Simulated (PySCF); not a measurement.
## Electronic structure of C₁₀H₁₀ (SMILES CC#Cc1ccc(C)cc1) in real space

Input

```
{"job": {"kind": "uv", "xc": "CAM-B3LYP", "basis": "def2-SVPD", "ip": true}, "charge": 0, "multiplicity": 1}
C      5.344458     0.802827     0.604453
C      3.892116     0.814561     0.612441
C      2.677060     0.827917     0.621314
C      1.248709     0.837628     0.630083
C      0.522856    -0.298439     1.026967
C     -0.866485    -0.284863     1.030708
C     -1.585396     0.853080     0.643915
C     -3.085249     0.871178     0.683064
C     -0.858089     1.981379     0.245472
C      0.531558     1.980450     0.237421
H      5.752925     1.600588     1.245222
H      5.739251     0.956850    -0.412564
H      5.736040    -0.157572     0.973994
H      1.065183    -1.196148     1.330285
H     -1.409354    -1.182382     1.340346
H     -3.500274     1.569253    -0.058336
H     -3.506231    -0.126155     0.489076
H     -3.449427     1.191929     1.673833
H     -1.394272     2.881460    -0.068235
H      1.080527     2.869623    -0.078878
```

Run with:

```sh
OMP_NUM_THREADS=1 python probes_run.py task.json out
```

Geometry: PBE0-D3(BJ)/def2-SVP.

Theory: CAM-B3LYP/def2-SVPD, SCF density, gas phase in PySCF 2.14.0.

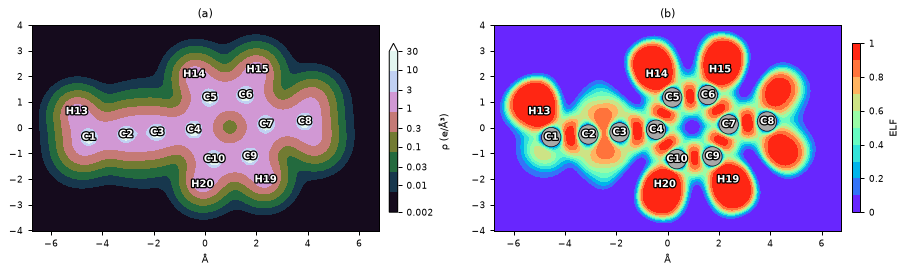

Figure 1. (a) electron density; (b) ELF on the plane of atoms C4, C10 and H20. Grey discs cover the atomic cores in the ELF map.

Q: Interpret the plot.

A:
- The plane passes through C and H nuclei.
- C–C (1.22 Å): ρ at the midpoint is about 2.6 e/Å³; the ELF peaks at about 0.85 between the atoms: a short, multiple covalent bond.
- C–H (1.09 Å): the density is about 2 e/Å³ at the midpoint; the ELF climbs to about 1 towards the hydrogen, as it does in any bond to H (an ordinary covalent bond to hydrogen).
- C–C (1.39 Å): ρ at the midpoint is about 2.1 e/Å³; the ELF peaks at about 0.95 between the atoms, as expected for localised, covalent bonding.

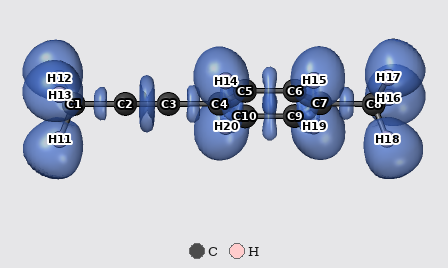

Figure 2. Isosurface of the ELF at 0.85 (blue), seen from one side. Only the valence region is drawn (cores and ρ < 0.01 e/Å³ removed).

Q: Where are the electrons localised?

A: The surface consists of ten regions between bonded C–C atoms (shared pairs) and ten regions around hydrogen nuclei.

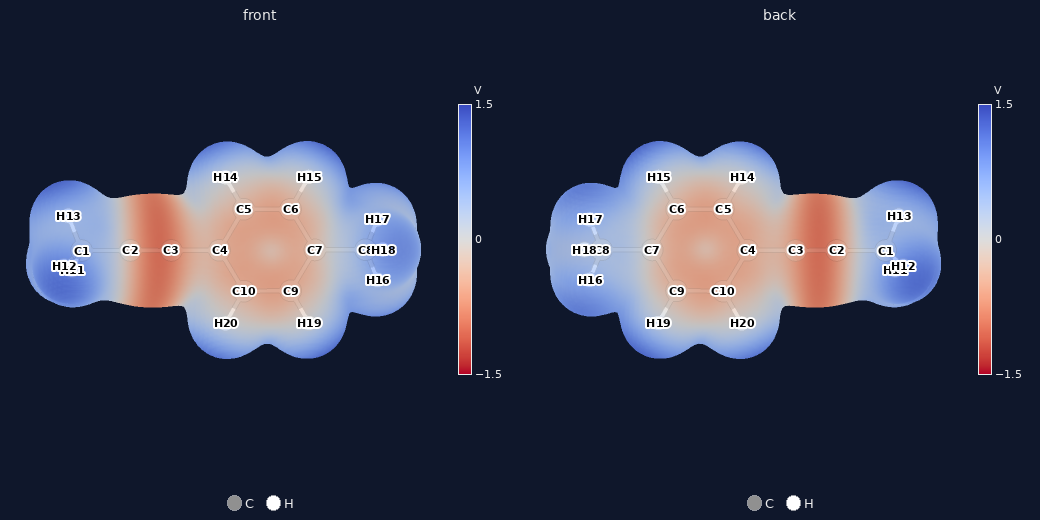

Figure 3. The electrostatic potential painted on the density surface at 0.004 e/bohr³, seen from the front and from behind; the colour scale runs from red (negative) to blue (positive).

Q: Which sites attract a positive test charge, and which a negative one?

A: A positive charge is drawn to the negative regions and a negative charge to the positive ones. The most negative region (about −1.0 V) lies over C2 and C3, the most positive (about +1.2 V) over the H atoms.

Q: How polar is the molecule by this calculation?

A: Its dipole moment is 0.07 D.
